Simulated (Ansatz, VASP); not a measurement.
# NaCl: VASP beside Ansatz, part 2 of 2

Aim: how closely do two programs agree when they are given the same cell, functional and k mesh? The cell is taken from a series of VASP runs on this material, whose earlier steps may have relaxed, scaled or displaced it; both programs get it as it stands. Valence electrons are named where the data sets of a main pair hold unlike numbers.

VASP 6.6.1 and Ansatz 0.2.0.

So far. Step 2 (Ansatz: single point, PBEsol): The run ends at a pressure of 0.10 GPa.

**5. VASP: band structure, PBEsol (continued)**

Level of this step: PBEsol; plane waves and PAW (Na_pv, Cl) (VASP).

Numbers of over 12 decimals in the logs are rounded to 6 here.

From OUTCAR (step 5):

```text
  Total       -0.0134253     -0.0134253     -0.0134253      0.0000000      0.0000000      0.0000000
  in kB       -0.4912727     -0.4912727     -0.4912727      0.0000000      0.0000000      0.0000000
  external PRESSURE =      -0.4912727 kB  Pullay stress =       0.0000000 kB

 POSITION                                       TOTAL-FORCE (eV/Angst)
 -----------------------------------------------------------------------------------
      0.00000      0.00000      0.00000         0.000000      0.000000     -0.000000
      2.79744      2.79744      2.79744        -0.000000     -0.000000      0.000000
 -----------------------------------------------------------------------------------
    total drift:                                0.000000      0.000000      0.000000

  FREE ENERGIE OF THE ION-ELECTRON SYSTEM (eV)
  ---------------------------------------------------
  free  energy   TOTEN  =        -6.9979608201 eV

  energy  without entropy=       -6.9979608201  energy(sigma->0) =       -6.99796082

[... 1 part as in an earlier step ...]

[... 2 further parts left out ...]
[key lines of the parts left out:]
E-fermi :  -0.3202
```

The run ends at a pressure of -0.05 GPa.

**6. Ansatz: band structure, PBEsol**

The same cell, functional, mesh and smearing now go to Ansatz, which takes its cutoff from its data sets.

The cell is taken from a series of VASP runs on this material, whose earlier steps may have relaxed, scaled or displaced it; both programs get it as it stands.

input.yaml

```yaml
crystal:
  lattice:
    - [0.0, 2.7974399408, 2.7974399408]
    - [2.7974399408, 0.0, 2.7974399408]
    - [2.7974399408, 2.7974399408, 0.0]
  atoms:
    - { symbol: Na, position: [0.0, 0.0, 0.0] }
    - { symbol: Cl, position: [0.5, 0.5, 0.5] }
hamiltonian:
  xc: pbesol
  pseudopotentials: { kind: paw }
kpoints:
  mp_grid: { grid: [7, 7, 7] }
  band_path:
    path:
      - [0.0, 0.0, 0.0]
      - [0.16667, 0.0, 0.16667]
      - [0.33333, 0.0, 0.33333]
      - [0.5, 0.0, 0.5]
      - [0.5, 0.08333, 0.58333]
      - [0.5, 0.18333, 0.68333]
      - [0.5, 0.25, 0.75]
      - [0.45, 0.3, 0.75]
      - [0.40833, 0.34167, 0.75]
      - [0.35, 0.35, 0.7]
      - [0.225, 0.225, 0.45]
      - [0.075, 0.075, 0.15]
      - [0.03333, 0.03333, 0.03333]
      - [0.23333, 0.23333, 0.23333]
      - [0.4, 0.4, 0.4]
      - [0.51667, 0.46667, 0.51667]
      - [0.55833, 0.38333, 0.55833]
      - [0.60833, 0.28333, 0.60833]
      - [0.60833, 0.25, 0.64167]
      - [0.55833, 0.25, 0.69167]
      - [0.51667, 0.25, 0.73333]
      - [0.5, 0.3, 0.7]
      - [0.5, 0.38333, 0.61667]
      - [0.5, 0.48333, 0.51667]
      - [0.475, 0.475, 0.55]
      - [0.425, 0.425, 0.65]
      - [0.38333, 0.38333, 0.73333]
      - [0.59167, 0.18333, 0.59167]
      - [0.55, 0.1, 0.55]
      - [0.5, 0.0, 0.5]
    npoints: 1
scf:
  occupations: { method: gaussian, width: 0.05 }
  n_extra_bands: 7
output:
  forces: true
  stress: true
  eigenvalues: true
```

Launch:

```
$ ansatz run input.yaml --threads 2 --pin off --max-ram 4608MiB --backend cpu --events-out ev --progress --plain --runs-dir out
```

Log:

```text
[...]
Crystal: 2 atoms, lattice volume = 43.784 Å³
Basis set: ecut = 420 eV, 869 PW (Γ), exchange–correlation on 54×54×54 points (8 copies of the dense FFT grid, shifted against one another)
Bands: 15, of which v1, the nominal top of the filled ones, is band 8 counted from 1 (7 counted from 0)
Symmetry: 48 space group operations
[...]
k-points: 20 of 343
[...]
k-point 0: bands = [... 4 lower, -11.4639, 1.2331, 1.2331, 1.2331, 6.2581, 12.1502, 12.1502, 12.1502, ... 3 higher]
  k-point 1: bands = [... 4 lower, -11.3980, 0.7359, 1.1770, 1.1770, 6.9059, 11.5056, 12.3914, 12.3914, ... 3 higher]
  k-point 2: bands = [... 4 lower, -11.2445, -0.1450, 1.0560, 1.0560, 7.9664, 11.1116, 12.3915, 12.3915, ... 3 higher]
  k-point 19: bands = [... 4 lower, -11.0325, -0.1135, -0.0429, 0.5772, 9.9256, 10.4115, 11.1551, 12.9063, ... 3 higher]
[key lines of the parts left out:]
SCF converged after 7 iterations
Free energy (F): -2540.286607 eV
Fermi energy:    3.745901 eV
P = ⅓ Tr σ = 0.1005 GPa (1.005 kbar)
```

It took 0.46 s on 2 threads of Intel Xeon 6975P-C (Granite Rapids), shared host; peak memory 0.34 GiB; 0.78 s of CPU time.

**7. Differences**

What differs besides the data sets and the points named for the pairs above, as far as they apply: the data sets hold 16 valence electrons in Ansatz (on its default PAW (the set named soft_2) files) and 14 in VASP. Total energies have different zeros and are not compared.

Both answers:

```
                     quantity  Ansatz   VASP  difference
               pressure (GPa)    0.10  -0.05       +0.15
gap over the path points (eV)   5.025  5.020      +0.005
```

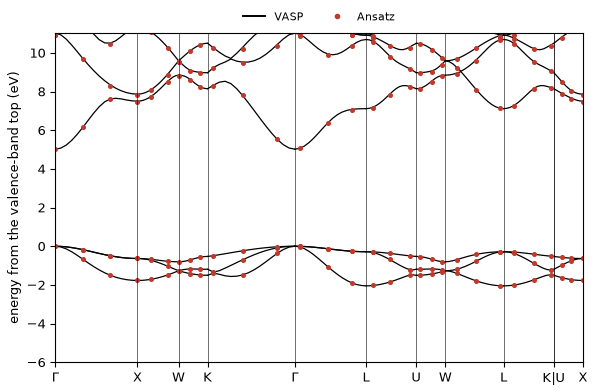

Bands from VASP (lines) and levels from Ansatz (dots). Dots without a line are higher empty bands that the VASP plot leaves out.

Levels at points of the path, from each program's valence-band top (eV; 3 filled, then empty):

```
k (reciprocal lattice)                             Ansatz                               VASP
     0.000 0.000 0.000    0.00 0.00 0.00 5.03 10.92 10.92    0.00 0.00 0.00 5.02 11.02 11.02
     0.167 0.000 0.167  -0.66 -0.17 -0.17 6.14 9.66 11.58  -0.67 -0.17 -0.17 6.14 9.72 11.68
     0.333 0.000 0.333  -1.49 -0.49 -0.49 7.60 8.31 10.46  -1.50 -0.49 -0.49 7.61 8.35 10.50
     0.500 0.000 0.500  -1.77 -0.63 -0.63 7.48 7.83 11.30  -1.77 -0.63 -0.63 7.50 7.87 11.30
     0.500 0.083 0.583  -1.71 -0.73 -0.68 7.73 8.06 11.06  -1.71 -0.73 -0.68 7.75 8.10 11.07
     0.500 0.183 0.683  -1.48 -1.03 -0.77 8.49 8.86 10.25  -1.48 -1.03 -0.78 8.52 8.90 10.28
     0.500 0.250 0.750   -1.27 -1.27 -0.80 8.81 9.55 9.55   -1.27 -1.27 -0.80 8.85 9.59 9.59
     0.450 0.300 0.750  -1.41 -1.18 -0.70 8.59 9.07 10.07  -1.41 -1.18 -0.70 8.62 9.11 10.10
     0.408 0.342 0.750  -1.48 -1.18 -0.57 8.22 8.96 10.38  -1.48 -1.18 -0.57 8.26 8.99 10.41
     0.350 0.350 0.700  -1.39 -1.33 -0.48 8.30 9.21 10.23  -1.39 -1.33 -0.48 8.33 9.24 10.26
```

Among the levels compared at these points, filled levels agree within 5 meV and empty ones within 107 meV.

**8. Outcome**

```json
{
  "difference in gap on the k mesh (single point, PBEsol)": "0.0055 eV",
  "largest difference of a filled level at the path points (band structure, PBEsol)": "5.3 meV"
}
```

**Reading.** The difference in gap on the k mesh is 0.0055 eV (single point, PBEsol), within the 0.08 eV picked in this series as the mark of a large difference. The data sets hold unlike numbers of valence electrons (16 in Ansatz and 14 in VASP), so part of the differences comes from the potentials. 1 further run of this series is not shown here. How closely two codes agree says nothing of how well the functional describes the real material.

[Lines on the potential files, build, host, timing and source positions are cut from VASP's logs without a mark.]

[Logs are printed without paths, hosts, clocks, repeated set-up lines and the standing remarks that a program may print on its own settings, such as how far it seeks lower states.]

[Hosts, paths, dates, database ids (printed as entryN), source tags and the programs' standing remarks are cut or masked in the printed files.]
